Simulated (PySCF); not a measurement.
# C₂H₆N₂Si₂: electronic excitations at several levels of theory

Aim: compute the electronic excitations of C₂H₆N₂Si₂ (`N#C/C=N\[SiH2][SiH3]`) at several levels, and see how far they spread and what each costs.

Computed with PySCF 2.14.0, with density-fitted response routines of our own, on a single molecule in the gas phase. Atoms are numbered from 0 throughout.

## Step 1: The molecule as given

12 atoms, charge 0, multiplicity 1; geometry from: GFN2-xTB. The atoms were then displaced at random by about 0.01 Å, so the start is not that level's minimum.

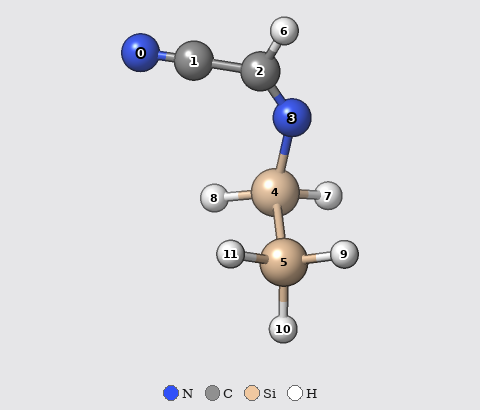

As it starts; nitrogen blue, carbon grey, silicon light orange, hydrogen white, atoms numbered.

## Step 2: Optimising the geometry at PBE0-D3(BJ)/def2-SVP

Job settings and geometry (Å):

```
{"job": {"xc": "PBE0", "basis": "def2-SVP", "d3": "d3bj", "grid": 1, "shake": 0.01, "kind": "geom"}, "charge": 0, "multiplicity": 1}
N      2.683770     1.488210    -1.633720
C      2.363250     0.922510    -0.698580
C      1.952480     0.190630     0.443710
N      0.999740    -0.560590     0.517140
Si    -0.357920    -0.950940    -0.505670
Si    -2.095280     0.209800     0.521060
H      2.626160     0.313020     1.326540
H     -0.384000    -2.390410    -0.323920
H     -0.217390    -0.638390    -1.907610
H     -2.197110    -0.047960     1.970860
H     -3.366260    -0.220340    -0.070770
H     -1.967750     1.656180     0.351930
```

Started as:

```bash
$ OMP_NUM_THREADS=1 python probes_run.py task.json out
```

One launch serves the whole session: the jobs run in the order shown.

What it wrote:

```text
step   0  E = -767.47122280  max force = 0.061611
step   1  E = -767.48099170  max force = 0.021064
step   2  E = -767.48198125  max force = 0.006196
step   3  E = -767.48189945  max force = 0.009145
step   4  E = -767.48225726  max force = 0.004721
step   5  E = -767.48233362  max force = 0.002826
step   6  E = -767.48238003  max force = 0.000915
step   7  E = -767.48238999  max force = 0.000678
step   8  E = -767.48239843  max force = 0.000434
optimisation converged
```

Run time: 54 s. Hardware: 1 thread of Arm Neoverse V1, shared host; peak memory 0.52 GiB.

Step by step: (the energy doesn't fall at every step)

| step | energy from step 0 (eV) | largest force component (eV/Å) |
| --- | --- | --- |
| 0 | 0.0000 | 3.1682 |
| 1 | -0.2658 | 1.0832 |
| 2 | -0.2928 | 0.3186 |
| 3 | -0.2905 | 0.4703 |
| 4 | -0.3003 | 0.2428 |
| 5 | -0.3023 | 0.1453 |
| 6 | -0.3036 | 0.0471 |
| 7 | -0.3039 | 0.0349 |
| 8 | -0.3041 | 0.0223 |

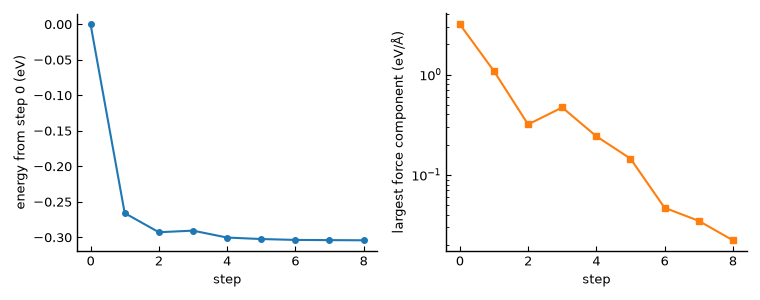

Energy and largest force along the relaxation.

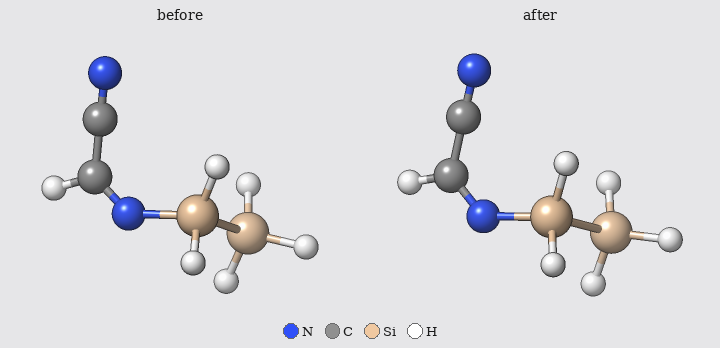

The geometry before (left) and after (right).

Close pairs (by a distance rule), those that changed most:

| bond | before (Å) | after (Å) | change (Å) |
| --- | --- | --- | --- |
| Si4–H8 | 1.443 | 1.498 | +0.055 |
| C2–N3 | 1.215 | 1.264 | +0.048 |
| Si4–H7 | 1.451 | 1.490 | +0.039 |
| C1–C2 | 1.417 | 1.455 | +0.037 |
| Si5–H11 | 1.462 | 1.495 | +0.033 |
| Si5–H10 | 1.467 | 1.495 | +0.028 |
| N3–Si4 | 1.744 | 1.766 | +0.022 |
| N0–C1 | 1.139 | 1.159 | +0.020 |

The next job starts from the end point, and lists it.

| at the end point | value |
| --- | --- |
| point group (found at 0.08 Å tolerance) | C1 |
| rotational constants (GHz, main isotopes) | 4.115, 1.133, 1.058 |
| dipole moment (D) | 1.89 |

## Step 3: Excited states and response: PBE0/def2-SVP

Job settings and geometry (Å):

```
{"job": {"kind": "uv", "xc": "PBE0", "basis": "def2-SVP"}, "charge": 0, "multiplicity": 1}
N      2.140119     1.460468    -1.784361
C      1.953602     0.845729    -0.819751
C      1.697719     0.075459     0.387693
N      0.749189    -0.746100     0.538094
Si    -0.550801    -1.191116    -0.571765
Si    -2.445674    -0.080154     0.252614
H      2.416258     0.265700     1.205205
H     -0.702027    -2.669830    -0.468940
H     -0.272578    -0.811273    -1.994359
H     -2.642594    -0.419315     1.693410
H     -3.650813    -0.494949    -0.528353
H     -2.247801     1.394342     0.110309
```

With the program's defaults for keys left out, this is: TDDFT PBE0/def2-SVP, vertical, gas phase, core orbitals frozen in the response.

What it wrote:

```text
coarse grid: 11264 points
cycle   1  E = -767.3189517723  dE =  3.999e-01  |g| = 4.990e-01  |ddm| = 3.602e+00
cycle   2  E = -767.1000852363  dE =  2.189e-01  |g| = 1.118e+00  |ddm| = 1.244e+00
cycle   3  E = -767.3785009365  dE = -2.784e-01  |g| = 7.849e-02  |ddm| = 8.233e-01
cycle   4  E = -767.3788328824  dE = -3.319e-04  |g| = 7.099e-02  |ddm| = 1.231e-01
cycle   5  E = -767.3799221921  dE = -1.089e-03  |g| = 1.729e-02  |ddm| = 6.496e-02
cycle   6  E = -767.3800080399  dE = -8.585e-05  |g| = 1.719e-03  |ddm| = 2.284e-02
cycle   7  E = -767.3800088976  dE = -8.577e-07  |g| = 7.199e-04  |ddm| = 2.826e-03
final grid: 100488 points
cycle   8  E = -767.4720870073  dE = -9.178e-06  |g| = 4.238e-03  |ddm| = 1.754e-02
cycle   9  E = -767.4720843748  dE =  2.633e-06  |g| = 5.487e-03  |ddm| = 9.723e-03
cycle  10  E = -767.4720913000  dE = -6.925e-06  |g| = 1.311e-03  |ddm| = 5.786e-03
cycle  11  E = -767.4720917171  dE = -4.172e-07  |g| = 1.999e-04  |ddm| = 1.269e-03
cycle  12  E = -767.4720917265  dE = -9.322e-09  |g| = 5.180e-05  |ddm| = 2.312e-04
cycle  13  E = -767.4720917266  dE = -1.253e-10  |g| = 4.978e-05  |ddm| = 7.136e-05
cycle  14  E = -767.4720917271  dE = -5.537e-10  |g| = 7.363e-06  |ddm| = 3.690e-05
converged SCF energy = -767.4720917271

Static polarisability (au): isotropic 84.390, principal 69.934 75.090 108.146

Singlet excitations
state   eV       nm        f      main configurations
  1   3.5966    344.7   0.00108   H->L 0.99
  2   5.1929    238.8   0.20512   H-1->L 0.97
  3   5.8802    210.9   0.00390   H-5->L 0.44, H-4->L 0.37, H-2->L 0.12
  4   6.2796    197.4   0.06494   H-2->L 0.62, H->L+1 0.20
  5   6.3749    194.5   0.01145   H->L+1 0.57, H-3->L 0.25, H-2->L 0.09
  6   6.6322    186.9   0.03583   H-3->L 0.58, H->L+1 0.19
  7   6.8507    181.0   0.00912   H-5->L 0.47, H-4->L 0.47
  8   6.9644    178.0   0.02469   H-1->L+1 0.56, H-6->L 0.32
  9   7.0181    176.7   0.00516   H-6->L 0.44, H-1->L+1 0.30, H-7->L 0.18
 10   7.1253    174.0   0.00840   H-7->L 0.77, H-6->L 0.13

Triplet excitations (Tamm-Dancoff, eV): 2.9199 3.8432 5.1843 5.4917
```

Run time: 14 s. Hardware: 1 thread of Arm Neoverse V1, shared host; peak memory 0.61 GiB.

The orbitals next to the gap, with their largest atomic shares:

| orbital | eV | atoms |
| --- | --- | --- |
| HOMO−3 | -9.93 | Si5 21 %, H11 20 %, N0 16 % |
| HOMO−2 | -9.74 | Si4 16 %, Si5 14 %, N0 14 % |
| HOMO−1 | -8.44 | Si5 33 %, Si4 30 %, C2 9 % |
| HOMO | -7.98 | N3 66 %, Si4 8 %, H8 7 % |
| LUMO | -2.45 | C2 31 %, N3 31 %, N0 18 % |
| LUMO+1 | -0.19 | Si4 41 %, Si5 16 %, N0 11 % |
| LUMO+2 | 0.39 | Si5 40 %, Si4 25 %, H9 10 % |

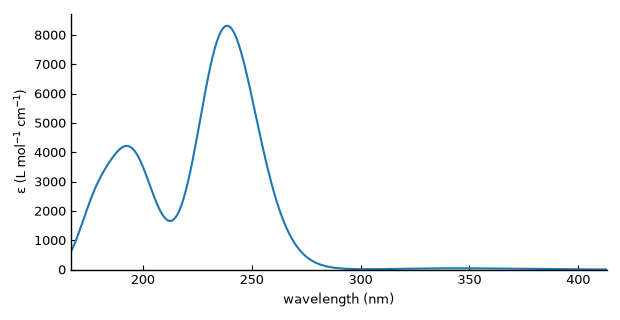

Absorption spectrum: each of the 10 states is a Gaussian band of 0.4 eV half-width at 1/e. Beyond the last state computed it falls off for lack of states.

Further results of this job:

| property | computed |
| --- | --- |
| dipole moment (D) | 1.89 |
| polarisability (Å³) | 12.51 |
| HOMO–LUMO gap (eV) | 5.53 |
| −ε(HOMO) (eV) | 7.98 |

## Step 4: Ultraviolet spectrum: PBE0/def2-TZVP

Settings changed since step 3:

```diff
@@ -1,2 +1,2 @@
-{"job": {"kind": "uv", "xc": "PBE0", "basis": "def2-SVP"}, "charge": 0, "multiplicity": 1}
+{"job": {"kind": "uv", "xc": "PBE0", "basis": "def2-TZVP"}, "charge": 0, "multiplicity": 1}
 N      2.140119     1.460468    -1.784361
```

With the program's defaults for keys left out, this is: TDDFT PBE0/def2-TZVP, vertical, gas phase, core orbitals frozen in the response.

What it wrote:

```text
coarse grid: 11264 points
cycle   1  E = -767.8356599485  dE =  4.140e-01  |g| = 5.135e-01  |ddm| = 2.765e+00
cycle   2  E = -767.6186965684  dE =  2.170e-01  |g| = 1.134e+00  |ddm| = 1.108e+00
cycle   3  E = -767.8945219611  dE = -2.758e-01  |g| = 9.292e-02  |ddm| = 7.310e-01
cycle   4  E = -767.8948681378  dE = -3.462e-04  |g| = 8.061e-02  |ddm| = 1.028e-01
cycle   5  E = -767.8961779168  dE = -1.310e-03  |g| = 2.292e-02  |ddm| = 6.225e-02
cycle   6  E = -767.8963062891  dE = -1.284e-04  |g| = 2.511e-03  |ddm| = 2.062e-02
cycle   7  E = -767.8963082021  dE = -1.913e-06  |g| = 8.562e-04  |ddm| = 3.023e-03
final grid: 100488 points
cycle   8  E = -767.8869809234  dE = -2.386e-05  |g| = 5.053e-03  |ddm| = 4.299e-02
cycle   9  E = -767.8869781137  dE =  2.810e-06  |g| = 6.102e-03  |ddm| = 9.167e-03
cycle  10  E = -767.8869860767  dE = -7.963e-06  |g| = 1.431e-03  |ddm| = 5.072e-03
cycle  11  E = -767.8869865203  dE = -4.436e-07  |g| = 3.523e-04  |ddm| = 1.040e-03
cycle  12  E = -767.8869865475  dE = -2.721e-08  |g| = 1.076e-04  |ddm| = 2.522e-04
cycle  13  E = -767.8869865492  dE = -1.717e-09  |g| = 7.039e-05  |ddm| = 1.213e-04
cycle  14  E = -767.8869865503  dE = -1.058e-09  |g| = 1.240e-05  |ddm| = 4.540e-05
cycle  15  E = -767.8869865503  dE = -3.456e-11  |g| = 1.544e-06  |ddm| = 8.786e-06
converged SCF energy = -767.8869865503

Static polarisability (au): isotropic 92.650, principal 77.556 83.100 117.294

Singlet excitations
state   eV       nm        f      main configurations
  1   3.6010    344.3   0.00089   H->L 0.98
  2   5.0102    247.5   0.19190   H-1->L 0.97
  3   5.7807    214.5   0.00406   H-5->L 0.52, H-4->L 0.28, H-2->L 0.14
  4   6.1570    201.4   0.06238   H-2->L 0.67, H->L+1 0.12
  5   6.2599    198.1   0.01990   H->L+1 0.65, H-3->L 0.23
  6   6.4856    191.2   0.04314   H-3->L 0.59, H->L+1 0.18
  7   6.7030    185.0   0.01760   H-1->L+1 0.57, H-4->L 0.17, H-5->L 0.14
  8   6.7257    184.3   0.01841   H-4->L 0.41, H-1->L+1 0.28, H-5->L 0.23
  9   6.8776    180.3   0.00649   H-6->L 0.84
 10   7.0978    174.7   0.01691   H->L+2 0.80, H-7->L 0.12

Triplet excitations (Tamm-Dancoff, eV): 2.9635 3.7794 5.0309 5.4021
```

Run time: 41 s. Hardware: 1 thread of Arm Neoverse V1, shared host; peak memory 0.94 GiB.

In short: HOMO -8.11 eV, LUMO -2.58 eV; lowest singlet 3.60 eV.

## Step 5: Ultraviolet spectrum: PBE0/aug-cc-pVDZ

Settings changed since step 4:

```diff
@@ -1,2 +1,2 @@
-{"job": {"kind": "uv", "xc": "PBE0", "basis": "def2-TZVP"}, "charge": 0, "multiplicity": 1}
+{"job": {"kind": "uv", "xc": "PBE0", "basis": "aug-cc-pVDZ"}, "charge": 0, "multiplicity": 1}
 N      2.140119     1.460468    -1.784361
```

Level: TDDFT PBE0/aug-cc-pVDZ, vertical, gas phase, core orbitals frozen in the response.

What it wrote:

```text
coarse grid: 11264 points
cycle   1  E = -767.7398504374  dE =  4.684e-01  |g| = 4.849e-01  |ddm| = 8.415e+00
cycle   2  E = -767.5280511252  dE =  2.118e-01  |g| = 1.100e+00  |ddm| = 1.930e+00
cycle   3  E = -767.7964805714  dE = -2.684e-01  |g| = 7.752e-02  |ddm| = 1.548e+00
cycle   4  E = -767.7967358282  dE = -2.553e-04  |g| = 7.171e-02  |ddm| = 2.410e-01
cycle   5  E = -767.7978420610  dE = -1.106e-03  |g| = 1.755e-02  |ddm| = 1.182e-01
cycle   6  E = -767.7979305900  dE = -8.853e-05  |g| = 1.737e-03  |ddm| = 4.104e-02
cycle   7  E = -767.7979315455  dE = -9.555e-07  |g| = 7.245e-04  |ddm| = 6.456e-03
final grid: 100488 points
cycle   8  E = -767.8175363644  dE = -1.405e-05  |g| = 4.599e-03  |ddm| = 1.038e-01
cycle   9  E = -767.8175336487  dE =  2.716e-06  |g| = 5.788e-03  |ddm| = 2.161e-02
cycle  10  E = -767.8175415236  dE = -7.875e-06  |g| = 1.457e-03  |ddm| = 1.132e-02
cycle  11  E = -767.8175420370  dE = -5.134e-07  |g| = 2.485e-04  |ddm| = 2.404e-03
cycle  12  E = -767.8175420506  dE = -1.361e-08  |g| = 7.908e-05  |ddm| = 5.984e-04
cycle  13  E = -767.8175420510  dE = -4.432e-10  |g| = 6.868e-05  |ddm| = 2.014e-04
cycle  14  E = -767.8175420521  dE = -1.075e-09  |g| = 7.856e-06  |ddm| = 1.024e-04
cycle  15  E = -767.8175420521  dE = -1.660e-11  |g| = 1.452e-06  |ddm| = 1.759e-05
converged SCF energy = -767.8175420521

Static polarisability (au): isotropic 97.615, principal 82.738 87.770 122.336

Singlet excitations
state   eV       nm        f      main configurations
  1   3.6184    342.6   0.00096   H->L 0.98
  2   5.0441    245.8   0.19846   H-1->L 0.97
  3   5.8082    213.5   0.00410   H-5->L 0.53, H-4->L 0.28, H-2->L 0.14
  4   6.1656    201.1   0.05963   H-2->L 0.57, H->L+1 0.24
  5   6.2379    198.8   0.00772   H->L+1 0.60, H-2->L 0.17, H-3->L 0.14
  6   6.4863    191.1   0.05399   H-3->L 0.69, H->L+1 0.11
  7   6.7082    184.8   0.01677   H-1->L+1 0.67, H-4->L 0.13, H-5->L 0.09
  8   6.7402    183.9   0.01687   H-4->L 0.45, H-5->L 0.27, H-1->L+1 0.20
  9   6.9017    179.6   0.00044   H-6->L 0.70, H->L+2 0.18
 10   6.9422    178.6   0.03451   H->L+2 0.68, H-6->L 0.16

Triplet excitations (Tamm-Dancoff, eV): 2.9753 3.7989 5.0858 5.4330
```

Wall time 34 s (1 thread of Arm Neoverse V1, shared host); peak memory 0.88 GiB.

In short: HOMO -8.08 eV, LUMO -2.56 eV; lowest singlet 3.62 eV.

## Step 6: TDDFT and polarisability: PBE0/def2-TZVPD

Settings changed since step 5:

```diff
@@ -1,2 +1,2 @@
-{"job": {"kind": "uv", "xc": "PBE0", "basis": "aug-cc-pVDZ"}, "charge": 0, "multiplicity": 1}
+{"job": {"kind": "uv", "xc": "PBE0", "basis": "def2-TZVPD"}, "charge": 0, "multiplicity": 1}
 N      2.140119     1.460468    -1.784361
```

With the program's defaults for keys left out, this is: TDDFT PBE0/def2-TZVPD, vertical, gas phase, core orbitals frozen in the response.

What it wrote:

```text
coarse grid: 11264 points
cycle   1  E = -767.8367497818  dE =  4.141e-01  |g| = 5.130e-01  |ddm| = 3.036e+00
cycle   2  E = -767.6194990115  dE =  2.173e-01  |g| = 1.135e+00  |ddm| = 1.308e+00
cycle   3  E = -767.8955344529  dE = -2.760e-01  |g| = 9.279e-02  |ddm| = 7.135e-01
cycle   4  E = -767.8958576897  dE = -3.232e-04  |g| = 8.094e-02  |ddm| = 1.177e-01
cycle   5  E = -767.8971793009  dE = -1.322e-03  |g| = 2.288e-02  |ddm| = 6.659e-02
cycle   6  E = -767.8973071926  dE = -1.279e-04  |g| = 2.537e-03  |ddm| = 2.049e-02
cycle   7  E = -767.8973091574  dE = -1.965e-06  |g| = 8.446e-04  |ddm| = 3.718e-03
final grid: 100488 points
cycle   8  E = -767.8879883479  dE = -2.506e-05  |g| = 5.075e-03  |ddm| = 1.119e-01
cycle   9  E = -767.8879854729  dE =  2.875e-06  |g| = 6.147e-03  |ddm| = 1.123e-02
cycle  10  E = -767.8879935466  dE = -8.074e-06  |g| = 1.449e-03  |ddm| = 5.908e-03
cycle  11  E = -767.8879940020  dE = -4.554e-07  |g| = 3.537e-04  |ddm| = 1.120e-03
cycle  12  E = -767.8879940293  dE = -2.736e-08  |g| = 1.103e-04  |ddm| = 2.900e-04
cycle  13  E = -767.8879940312  dE = -1.832e-09  |g| = 7.140e-05  |ddm| = 1.243e-04
cycle  14  E = -767.8879940322  dE = -1.091e-09  |g| = 1.265e-05  |ddm| = 4.580e-05
cycle  15  E = -767.8879940323  dE = -3.570e-11  |g| = 1.570e-06  |ddm| = 1.264e-05
converged SCF energy = -767.8879940323

Static polarisability (au): isotropic 97.063, principal 82.311 87.118 121.760

Singlet excitations
state   eV       nm        f      main configurations
  1   3.5965    344.7   0.00091   H->L 0.98
  2   4.9851    248.7   0.19033   H-1->L 0.97
  3   5.7692    214.9   0.00421   H-5->L 0.55, H-4->L 0.25, H-2->L 0.14
  4   6.1305    202.2   0.06303   H-2->L 0.61, H->L+1 0.19
  5   6.2095    199.7   0.01114   H->L+1 0.63, H-3->L 0.17, H-2->L 0.12
  6   6.4468    192.3   0.05087   H-3->L 0.65, H->L+1 0.12
  7   6.6386    186.8   0.02555   H-1->L+1 0.82
  8   6.6932    185.2   0.01152   H-4->L 0.59, H-5->L 0.31
  9   6.8508    181.0   0.00490   H-6->L 0.85
 10   6.9978    177.2   0.00086   H->L+2 0.82, H->L+3 0.13

Triplet excitations (Tamm-Dancoff, eV): 2.9619 3.7709 5.0157 5.3924
```

It took 59 s on 1 thread of Arm Neoverse V1, shared host; peak memory 1.1 GiB.

In short: HOMO -8.13 eV, LUMO -2.61 eV; lowest singlet 3.60 eV.

## Step 7: TDDFT and polarisability: PBE0/6-31+G*

Settings changed since step 6:

```diff
@@ -1,2 +1,2 @@
-{"job": {"kind": "uv", "xc": "PBE0", "basis": "def2-TZVPD"}, "charge": 0, "multiplicity": 1}
+{"job": {"kind": "uv", "xc": "PBE0", "basis": "6-31+G*"}, "charge": 0, "multiplicity": 1}
 N      2.140119     1.460468    -1.784361
```

Level: TDDFT PBE0/6-31+G*, vertical, gas phase, core orbitals frozen in the response.

What it wrote:

```text
coarse grid: 11264 points
cycle   1  E = -767.7727619969  dE =  4.436e-01  |g| = 4.768e-01  |ddm| = 3.923e+00
cycle   2  E = -767.5676493768  dE =  2.051e-01  |g| = 1.082e+00  |ddm| = 2.140e+00
cycle   3  E = -767.8280910093  dE = -2.604e-01  |g| = 7.604e-02  |ddm| = 1.201e+00
cycle   4  E = -767.8282818157  dE = -1.908e-04  |g| = 7.192e-02  |ddm| = 2.080e-01
cycle   5  E = -767.8294129492  dE = -1.131e-03  |g| = 1.629e-02  |ddm| = 8.677e-02
cycle   6  E = -767.8294900503  dE = -7.710e-05  |g| = 1.586e-03  |ddm| = 2.770e-02
cycle   7  E = -767.8294908024  dE = -7.521e-07  |g| = 6.530e-04  |ddm| = 5.138e-03
final grid: 100488 points
cycle   8  E = -767.7646898223  dE = -1.398e-05  |g| = 4.771e-03  |ddm| = 4.379e-02
cycle   9  E = -767.7646870715  dE =  2.751e-06  |g| = 5.994e-03  |ddm| = 1.779e-02
cycle  10  E = -767.7646955528  dE = -8.481e-06  |g| = 1.439e-03  |ddm| = 1.054e-02
cycle  11  E = -767.7646960637  dE = -5.109e-07  |g| = 2.253e-04  |ddm| = 1.987e-03
cycle  12  E = -767.7646960754  dE = -1.164e-08  |g| = 5.362e-05  |ddm| = 3.814e-04
cycle  13  E = -767.7646960760  dE = -6.507e-10  |g| = 2.501e-05  |ddm| = 8.372e-05
converged SCF energy = -767.7646960760

Static polarisability (au): isotropic 89.185, principal 73.532 80.509 113.513

Singlet excitations
state   eV       nm        f      main configurations
  1   3.6385    340.8   0.00123   H->L 0.98
  2   5.1080    242.7   0.20825   H-1->L 0.97
  3   5.8483    212.0   0.00343   H-5->L 0.44, H-4->L 0.37, H-2->L 0.11
  4   6.2080    199.7   0.05939   H->L+1 0.64, H-2->L 0.26
  5   6.3002    196.8   0.01629   H-2->L 0.47, H->L+1 0.23, H-3->L 0.14
  6   6.5400    189.6   0.05089   H-3->L 0.67, H->L+1 0.09
  7   6.7570    183.5   0.02173   H-1->L+1 0.82
  8   6.8186    181.8   0.01297   H-4->L 0.45, H-5->L 0.44
  9   6.9825    177.6   0.00178   H-6->L 0.83
 10   7.0564    175.7   0.04028   H->L+2 0.74, H->L+3 0.10

Triplet excitations (Tamm-Dancoff, eV): 2.9810 3.8205 5.1406 5.4676
```

It took 16 s on 1 thread of Arm Neoverse V1, shared host; peak memory 0.66 GiB.

This run: HOMO -8.10 eV, LUMO -2.55 eV; lowest singlet 3.64 eV.

## Step 8: Side by side: electronic excitations

Excitations and ground-state properties, with basis size and wall time:

| run | lowest singlet (eV) | brightest (eV) | f | gap (eV) | α (Å³) | μ (D) | functions | time |
| --- | --- | --- | --- | --- | --- | --- | --- | --- |
| PBE0/def2-SVP | 3.60 | 5.19 | 0.205 | 5.53 | 12.51 | 1.89 | 122 | 14 s |
| PBE0/def2-TZVP | 3.60 | 5.01 | 0.192 | 5.53 | 13.73 | 2.09 | 234 | 41 s |
| PBE0/aug-cc-pVDZ | 3.62 | 5.04 | 0.198 | 5.53 | 14.46 | 2.11 | 200 | 34 s |
| PBE0/def2-TZVPD | 3.60 | 4.99 | 0.190 | 5.52 | 14.38 | 2.08 | 288 | 59 s |
| PBE0/6-31+G* | 3.64 | 5.11 | 0.208 | 5.55 | 13.22 | 2.01 | 128 | 16 s |

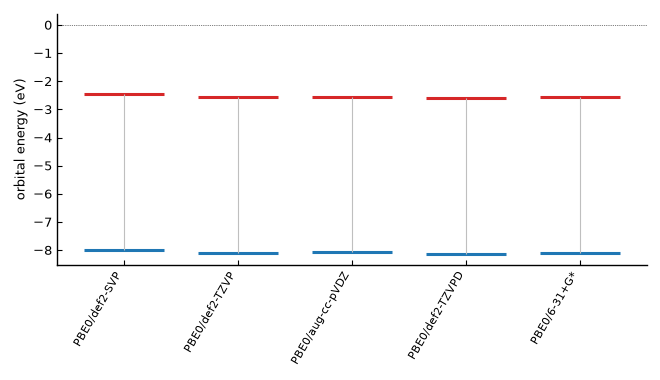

HOMO (blue) and LUMO (red) run by run.

## Step 9: Outcome

| quantity | value |
| --- | --- |
| point group | C1 |
| rotational constants (main isotopes) | 4.11, 1.13, 1.06 GHz |
| lowest singlet (PBE0/def2-SVP) | 3.60 eV (345 nm), f = 0.001 |
| brightest single state of those computed | state 2, 5.19 eV, f = 0.205 |
| lowest triplet | 2.92 eV |
| range of the lowest singlet | 3.60 to 3.64 eV |

**Reading.** Single values in the summary come from the first sound run of each kind (PBE0/def2-SVP), which need not be the best level. The start of the PBE0/def2-SVP relaxation was shaken at random by about 0.01 Å, so part of the energy gained, and of the first lengths quoted, undoes that. The optimisation took 8 steps and gained 0.304 eV; among the close pairs (by a distance rule), Si4–H8 changed most, from 1.443 to 1.498 Å. The first singlet state (HOMO→LUMO 0.99) lies at 3.60 eV and is weak; of the 10 states computed, the strongest absorption comes from state 2 at 5.19 eV. The lowest triplet lies 0.68 eV below the lowest singlet (triplets in Tamm-Dancoff, singlets in full TDDFT). The lowest singlet runs from 3.60 eV (PBE0/def2-TZVPD) to 3.64 eV (PBE0/6-31+G*), while the orbital gap spans 5.52 to 5.55 eV. The lowest state need not be the same one in every run.
